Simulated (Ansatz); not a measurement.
# Nickel, dhcp under PBEsol: from relaxation to bulk modulus, part 2 of 3

What does PBEsol give for nickel in the dhcp structure? We relax it, solve it on a dense k-mesh, then scale the cell to 7 volumes from 88 to 112 % of the relaxed one and try a fit of the equation of state. The start is ferromagnetic. The k-meshes are 14×14×4 for the relaxation; 19×19×5 for the dense run; 17×17×5 for the volumes.

Ansatz 0.2.0; DFT, PBEsol, plane waves (420 eV) with PAW, scalar-relativistic. Earlier steps stand in the parts before.

## Step 3: Dense single point

input.yaml

```yaml
crystal:
  lattice:
    - [2.4467929652, 0.0, 0.0]
    - [-1.2233964826, 2.1189848657, 0.0]
    - [0.0, 0.0, 8.0176528336]
  atoms:
    - { symbol: Ni, position: [1.0, 1.0, 0.0], spin: 0.632 }
    - { symbol: Ni, position: [1.0, 1.0, 0.5], spin: 0.632 }
    - { symbol: Ni, position: [0.3333333333, 0.6666666667, 0.25], spin: 0.647 }
    - { symbol: Ni, position: [0.6666666667, 0.3333333333, 0.75], spin: 0.647 }
hamiltonian:
  xc: pbesol
  pseudopotentials:
    kind: paw
    azcp:
      Ni: "pseudopotentials/Ni.paw.azcp"
basis:
  ecutwfc: 420
  fft_grid_basis: typed
kpoints:
  mp_grid: { grid: [19, 19, 5], shift: [0, 0, 0] }
magnetization:
  spin_polarized: true
scf:
  occupations: { method: fermi_dirac, width: 0.05 }
```

Log, cut to the lines that bear on the results:

```text
Warning: <dir> the record states the generating functional pbe (its physics header spells it `PBE`), which answers neither for hamiltonian.xc's functional nor for the pbesol family's — results may be inconsistent (PPs are generated against a specific XC)
Warning: RAYON_NUM_THREADS=2 ignored (pool sized by the plan → 2); use --threads N
[...]
Pseudopotentials: kind: paw
Pseudopotential: Ni, paw, valence charge 18, recommended cutoff 420 eV (normal), <dir>
Functional definition: PBEsol
[...]
Crystal: 4 atoms, lattice volume = 41.569 Å³
Basis set: ecut = 420 eV, 777 PW (Γ)
[...]
SCF converged after 13 iterations
Magnetization: 2.5135 μB (37.2567 up, 34.7433 down)
Absolute magnetization: 2.8348 μB (∫|ρ↑−ρ↓|, with the PAW one-centre terms)
Spin contamination: 0.0237 ħ² per cell (⟨S²⟩ above its minimum at these occupations)
Per-site moments (μB) at R_I (Å): [(0.6570281661953997, 1.009302098153513), (0.6570281661954007, 1.009302098153513), (0.6689393024536893, 1.009302098153513), (0.6689393024536893, 1.009302098153513)]
Free energy (F): -23219.871354 eV
[...]
E sigma→0 (E₀):  -23219.841978 eV
Entropy (-TS):   -0.058753 eV (-14.688 meV/atom)
Fermi energy:    19.079222 eV
[...]
```

It took 18 s on 2 threads of Intel Xeon Platinum 8259CL at 2.50GHz (Skylake/Cascade Lake), shared host; peak memory 0.69 GiB.

## Step 4: At 88 % of the relaxed volume

input.yaml

```yaml
crystal:
  lattice:
    - [2.34472248, 0.0, 0.0]
    - [-1.17236124, 2.0305892325, 0.0]
    - [0.0, 0.0, 7.6831881987]
  atoms:
    - { symbol: Ni, position: [1.0, 1.0, 0.0], spin: 0.657 }
    - { symbol: Ni, position: [1.0, 1.0, 0.5], spin: 0.657 }
    - { symbol: Ni, position: [0.3333333333, 0.6666666667, 0.25], spin: 0.669 }
    - { symbol: Ni, position: [0.6666666667, 0.3333333333, 0.75], spin: 0.669 }
hamiltonian:
  xc: pbesol
  pseudopotentials:
    kind: paw
    azcp:
      Ni: "pseudopotentials/Ni.paw.azcp"
basis:
  ecutwfc: 420
  fft_grid_basis: typed
kpoints:
  mp_grid: { grid: [17, 17, 5], shift: [0, 0, 0] }
magnetization:
  spin_polarized: true
scf:
  occupations: { method: fermi_dirac, width: 0.05 }
  lower_state_search: "off"
output:
  stress: true
  write_density: true
  write_potential: true
  elf: true
  volumetric_format: npy
```

Log:

```text
Warning: <dir> the record states the generating functional pbe (its physics header spells it `PBE`), which answers neither for hamiltonian.xc's functional nor for the pbesol family's — results may be inconsistent (PPs are generated against a specific XC)
Warning: RAYON_NUM_THREADS=2 ignored (pool sized by the plan → 2); use --threads N
[... 6 set-up lines as earlier in the session ...]
Crystal: 4 atoms, lattice volume = 36.581 Å³
Basis set: ecut = 420 eV, 709 PW (Γ)
Bands: 45, of which v1, the nominal top of the filled ones, is band 36 counted from 1 (35 counted from 0)
[... 1 set-up line as earlier in the session ...]
Space group: P63/mmc (ITA 194), of the structure as read, at distance tolerance 3.3e-5 Å
Magnetic group: BNS 194.263 (UNI 1493), of the structure as read, at distance tolerance 3.3e-5 Å
k-points: 99 of 1445
[... 5 set-up lines as earlier in the session ...]
Starting moments: Σ|m| = 2.652 μB on 4 of 4 sites
[... 2 set-up lines as earlier in the session ...]
iter 1 solved again at ethr=3.42e-4 eV; its pass at ethr=3.10e-3 eV (dr2=2.46e-1 eV) is discarded
SCF iter   1: F=—  HF=-23219.305875 eV  |F-HF|=—  |Δ(HF+E_count)|=         —  Δρ=2.82e-2 (↑1.03e-2 ↓2.82e-2)  dr2=2.49e-1  dr2_m=4.34e-2  M=2.342 μB ∫|m|=2.426 μB  β_m=0.30  ethr=3.42e-4  ⟨swp⟩=1.7  Hψ=40119  notcnv=0
preconditioner: auto → none  [metal: Δε(μ)=0.005 eV  Ē_g=10.674 eV  σ=0.050 eV  W_gap=0.03  n_scr=6 (ndim 8)  ℏωp=38.8 eV  f_vac=0.000  D(μ)=6.50/eV (n_scr^D=108)  sad-step TF]
SCF iter   2: F=—  HF=-23219.250959 eV  |F-HF|=—  |Δ(HF+E_count)|=   5.49e-2  Δρ=1.23e-2 (↑1.02e-2 ↓1.23e-2)  dr2=2.39e-2  dr2_m=2.27e-2  M=2.302 μB ∫|m|=2.423 μB  β_m=0.30  ethr=3.42e-4  ⟨swp⟩=2.0  Hψ=13907  notcnv=0
SCF iter   3: F=—  HF=-23219.280361 eV  |F-HF|=—  |Δ(HF+E_count)|=   2.94e-2  Δρ=1.82e-2 (↑1.11e-2 ↓1.82e-2)  dr2=1.80e-1  dr2_m=2.24e-2  M=2.290 μB ∫|m|=2.440 μB  β_m=0.30  ethr=3.32e-5  ⟨swp⟩=2.1  Hψ=15881  notcnv=0  defer=155
SCF iter   4: F=—  HF=-23219.293041 eV  |F-HF|=—  |Δ(HF+E_count)|=   1.27e-2  Δρ=1.90e-2 (↑1.02e-2 ↓1.90e-2)  dr2=2.03e-1  dr2_m=1.93e-2  M=2.287 μB ∫|m|=2.460 μB  β_m=0.30  ethr=3.32e-5  ⟨swp⟩=2.1  Hψ=13667  notcnv=0  defer=198
SCF iter   5: F=—  HF=-23219.310120 eV  |F-HF|=—  |Δ(HF+E_count)|=   1.71e-2  Δρ=5.84e-3 (↑5.84e-3 ↓3.04e-3)  dr2=3.95e-3  dr2_m=5.85e-3  M=2.284 μB ∫|m|=2.475 μB  β_m=1.00  ethr=3.32e-5  ⟨swp⟩=2.5  Hψ=14809  notcnv=0  defer=389
SCF iter   6: F=—  HF=-23219.313296 eV  |F-HF|=—  |Δ(HF+E_count)|=   3.18e-3  Δρ=2.80e-3 (↑2.80e-3 ↓8.98e-4)  dr2=1.53e-3  dr2_m=7.93e-4  M=2.280 μB ∫|m|=2.514 μB  β_m=1.00  ethr=5.48e-6  ⟨swp⟩=2.1  Hψ=12174  notcnv=0  defer=393
SCF iter   7: F=—  HF=-23219.314209 eV  |F-HF|=—  |Δ(HF+E_count)|=   9.14e-4  Δρ=1.16e-3 (↑2.90e-4 ↓1.16e-3)  dr2=1.64e-4  dr2_m=1.62e-4  M=2.286 μB ∫|m|=2.532 μB  β_m=1.00  ethr=2.13e-6  ⟨swp⟩=1.5  Hψ=10282  notcnv=0  defer=393
SCF iter   8: F=—  HF=-23219.315300 eV  |F-HF|=—  |Δ(HF+E_count)|=   1.09e-3  Δρ=8.26e-4 (↑1.98e-4 ↓8.26e-4)  dr2=1.15e-4  dr2_m=7.00e-5  M=2.292 μB ∫|m|=2.542 μB  β_m=1.00  ethr=2.28e-7  ⟨swp⟩=2.2  Hψ=12371  notcnv=0  defer=393
SCF iter   9: F=—  HF=-23219.316033 eV  |F-HF|=—  |Δ(HF+E_count)|=   7.33e-4  Δρ=4.76e-4 (↑2.09e-4 ↓4.76e-4)  dr2=1.65e-5  dr2_m=3.81e-5  M=2.297 μB ∫|m|=2.550 μB  β_m=0.30  ethr=1.60e-7  ⟨swp⟩=1.8  Hψ=10072  notcnv=0  defer=393
Mixer restart at iter 9: flushing history
spin-set hold released at iteration 9 (site moments contracting): the magnetisation degrees of freedom join the quasi-Newton model from the next iteration; the mixer history was flushed
SCF iter  10: F=—  HF=-23219.316606 eV  |F-HF|=—  |Δ(HF+E_count)|=   5.72e-4  Δρ=5.68e-4 (↑4.16e-4 ↓5.68e-4)  dr2=9.46e-6  dr2_m=7.95e-5  M=2.302 μB ∫|m|=2.556 μB  β_m=0.58  ethr=2.30e-8  ⟨swp⟩=2.1  Hψ=14789  notcnv=0  defer=395
SCF iter  11: F=—  HF=-23219.317989 eV  |F-HF|=—  |Δ(HF+E_count)|=   1.38e-3  Δρ=5.06e-3 (↑1.92e-3 ↓5.06e-3)  dr2=1.56e-2  dr2_m=9.17e-4  M=2.317 μB ∫|m|=2.577 μB  β_m=0.30  ethr=1.31e-8  ⟨swp⟩=3.1  Hψ=19635  notcnv=0  defer=395  recentre
SCF iter  12: F=—  HF=-23219.317326 eV  |F-HF|=—  |Δ(HF+E_count)|=   6.62e-4  Δρ=1.59e-3 (↑8.43e-4 ↓1.59e-3)  dr2=1.40e-3  dr2_m=1.85e-4  M=2.315 μB ∫|m|=2.575 μB  β_m=0.32  ethr=1.31e-8  ⟨swp⟩=3.1  Hψ=19490  notcnv=0  defer=395
SCF iter  13: F=—  HF=-23219.317285 eV  |F-HF|=—  |Δ(HF+E_count)|=   4.19e-5  Δρ=3.32e-4 (↑3.32e-4 ↓1.05e-4)  dr2=3.24e-5  dr2_m=6.16e-6  M=2.323 μB ∫|m|=2.587 μB  β_m=0.28  ethr=1.31e-8  ⟨swp⟩=2.4  Hψ=16840  notcnv=0  defer=395
SCF iter  14: F=—  HF=-23219.317290 eV  |F-HF|=—  |Δ(HF+E_count)|=   5.29e-6  Δρ=6.34e-5 (↑2.96e-5 ↓6.34e-5)  dr2=4.01e-7  dr2_m=5.80e-7  M=2.323 μB ∫|m|=2.587 μB  β_m=0.42  ethr=1.31e-8  ⟨swp⟩=2.0  Hψ=14921  notcnv=0  defer=395
SCF iter  15: F=—  HF=-23219.317290 eV  |F-HF|=—  |Δ(HF+E_count)|=   1.96e-7  Δρ=3.93e-5 (↑1.53e-5 ↓3.93e-5)  dr2=2.21e-7  dr2_m=1.73e-7  M=2.324 μB ∫|m|=2.587 μB  β_m=0.71  ethr=5.57e-10  ⟨swp⟩=1.5  Hψ=10569  notcnv=0  defer=395
iter 16 did not close the SCF: its close was put off for a magnetic moment that had not settled (scf_convergence_deferred on its scf_iter line)
SCF iter  16: F=-23219.317290 eV  HF=-23219.317290 eV  |F-HF|=9.01e-8  |Δ(HF+E_count)|=   1.46e-7  Δρ=1.55e-5 (↑2.64e-6 ↓1.55e-5)  dr2=9.80e-8  dr2_m=1.56e-8  M=2.324 μB ∫|m|=2.587 μB  β_m=0.72  ethr=1.39e-10  ⟨swp⟩=11.9  Hψ=67316  notcnv=0
iter 17 met the thresholds in force, and the SCF goes on: an eigenvalue changes by 0.68 meV, over its tolerance of 0.50 meV (output.eigenvalues, Limitations)
SCF iter  17: F=-23219.317290 eV  HF=-23219.317290 eV  |F-HF|=2.90e-8  |Δ(HF+E_count)|=  8.15e-10  Δρ=8.36e-6 (↑1.65e-6 ↓8.36e-6)  dr2=3.09e-8  dr2_m=4.18e-9  M=2.324 μB ∫|m|=2.587 μB  β_m=0.86  ethr=1.36e-10  ⟨swp⟩=6.6  Hψ=52372  notcnv=0
SCF iter  18: F=-23219.317290 eV  HF=-23219.317290 eV  |F-HF|=4.89e-9  |Δ(HF+E_count)|=   1.01e-9  Δρ=3.25e-6 (↑8.53e-7 ↓3.25e-6)  dr2=5.07e-9  dr2_m=4.90e-10  M=2.324 μB ∫|m|=2.587 μB  ethr=4.29e-11  ⟨swp⟩=5.9  Hψ=50757  notcnv=0
SCF 1 converged in 18 iterations: F = -23219.317290 eV  dr2 = 5.07e-9
SCF converged after 18 iterations
an eigenvalue changed by more than its tolerance at an iteration that met the thresholds in force, so the SCF went on 1 time: the last check found none over its tolerance
Magnetization: 2.3236 μB (37.1618 up, 34.8382 down)
Absolute magnetization: 2.5904 μB (∫|ρ↑−ρ↓|, with the PAW one-centre terms)
Spin contamination: 0.0165 ħ² per cell (⟨S²⟩ above its minimum at these occupations)
Per-site moments (μB) at R_I (Å): [(0.6013249743508565, 0.9671980229989402), (0.6013249743508569, 0.9671980229989402), (0.619090179569516, 0.9671980229989402), (0.619090179569516, 0.9671980229989402)]
Free energy (F): -23219.317290 eV
Harris-Foulkes:  -23219.317290 eV  (|F-HF|=4.89e-9)
Internal energy: -23219.265627 eV  (E = F + TS)
E sigma→0 (E₀):  -23219.291459 eV
Entropy (-TS):   -0.051663 eV (-12.916 meV/atom)
Fermi energy:    22.335482 eV
--- Per-component energies (eV) ---
  E_band       = -862.785052
  E_kinetic    = 1145.762226
  E_local      = -12580.432560  (includes V_loc(G=0)·N_el)
  E_nonlocal   = 2540.882960
  E_hartree    = 5279.660407
  E_xc         = -345.553064
  E_vxc        = -447.470871  (∫ρ·V_xc dr)
  E_paw        = -6373.158915  (= ΣΔE_a)
  E_vpaw       = -2080.848425  (= ΣTr[D̂ρ^β])
  E_aug_tail   = 0.001845  (compensation charges beyond the density's cutoff)
  E_ewald      = -12887.217682
  E_core_change = 0.789155  (= ΣΔE_core)
  E_smearing   = -0.051663  (= −TS)
  E_closure    = 0.000000  (closes the sum)
  Σ components = -23219.317290   (vs F -23219.317290, Δ=0.00e0)
--- Stress (GPa, compression-positive) ---
       40.211276      -0.000000      -0.000000
        0.000000      40.211276       0.000000
       -0.000000       0.000000      39.851151
  P = ⅓ Tr σ = 40.0912 GPa (400.912 kbar)
--- Band table (eV; the first three rows and the last of 198) ---
  k-point 0 ↑: bands = ["-81.3379", "-81.3141", "-81.2824", "-81.2586", "-42.0345", "-41.8511", "-41.8078", "-41.6932", "-41.6932", "-41.6749", "-41.6749", "-41.6501", "-41.6501", "-41.6316", "-41.6316", "-41.6210", "11.8787", "14.3644", "14.3716", "16.3588", "18.9247", "18.9895", "19.3842", "19.3842", "19.3848", "19.4036", "19.4036", "19.6723", "19.6723", "19.7410", "19.7410", "20.6404", "20.6404", "20.9953", "20.9953", "21.2992", "21.2992", "21.5223", "21.7423", "21.7423", "29.2385", "38.3822", "38.4064", "45.8711", "46.5088"]
  k-point 1 ↑: bands = ["-81.3363", "-81.3177", "-81.2789", "-81.2603", "-42.0246", "-41.8964", "-41.7622", "-41.6920", "-41.6920", "-41.6776", "-41.6776", "-41.6473", "-41.6473", "-41.6328", "-41.6328", "-41.6312", "11.9901", "13.5547", "15.1779", "16.3220", "19.0000", "19.0907", "19.3519", "19.4041", "19.4041", "19.4272", "19.4272", "19.6418", "19.6418", "19.7053", "19.7053", "20.6783", "20.6783", "20.9580", "20.9580", "21.1318", "21.3560", "21.3560", "21.7076", "21.7076", "29.8585", "35.8592", "41.0199", "45.9354", "46.4295"]
  k-point 2 ↑: bands = ["-81.3316", "-81.3249", "-81.2717", "-81.2649", "-41.9960", "-41.9516", "-41.7061", "-41.6884", "-41.6884", "-41.6831", "-41.6831", "-41.6606", "-41.6417", "-41.6417", "-41.6364", "-41.6364", "12.3197", "12.8517", "15.8147", "16.1744", "19.1328", "19.2608", "19.4557", "19.4557", "19.4789", "19.4789", "19.5194", "19.5848", "19.5848", "19.6238", "19.6238", "20.2933", "20.7693", "20.7693", "20.8728", "20.8728", "21.4807", "21.4807", "21.6119", "21.6119", "31.4182", "33.4952", "43.6305", "45.8910", "46.1150"]
  k-point 98 ↓: bands = ["-80.4805", "-80.4803", "-80.4696", "-80.4694", "-41.2161", "-41.2142", "-41.1971", "-41.1835", "-41.1445", "-41.1339", "-41.1187", "-41.1023", "-41.0031", "-40.9932", "-40.9832", "-40.9716", "18.0295", "18.0871", "18.2069", "18.2850", "18.3957", "18.5133", "18.5194", "18.5722", "19.5159", "19.5519", "19.5945", "19.6808", "20.8557", "20.9031", "21.4648", "21.5195", "22.2297", "22.3059", "22.4426", "22.4684", "27.4074", "27.5769", "28.4634", "28.4700", "29.8520", "30.1239", "32.1178", "32.4136", "34.2485"]
```

It took 21 s on 2 threads of Intel Xeon Platinum 8259CL at 2.50GHz (Skylake/Cascade Lake), shared host; peak memory 0.55 GiB.

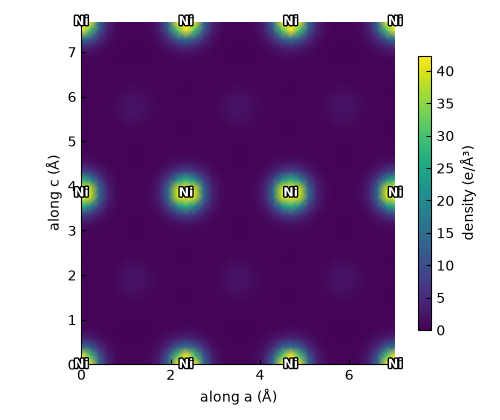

Density in a lattice plane of the grid's cell (edges 2.34 and 7.68 Å, at 0.000 of the third edge), which holds Ni. Only atoms in the plane are labelled; the density scale stops at 42.33 e/Å³. It is the smooth density of the valence electrons, not physical close to the nuclei.

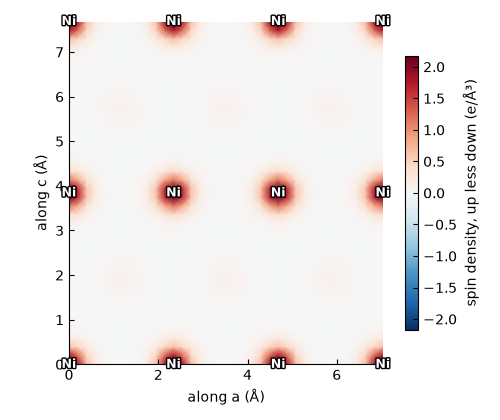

Spin density in a lattice plane of the grid's cell (edges 2.34 and 7.68 Å, at 0.000 of the third edge), which holds Ni.

(Continued in part 3 of 3.)
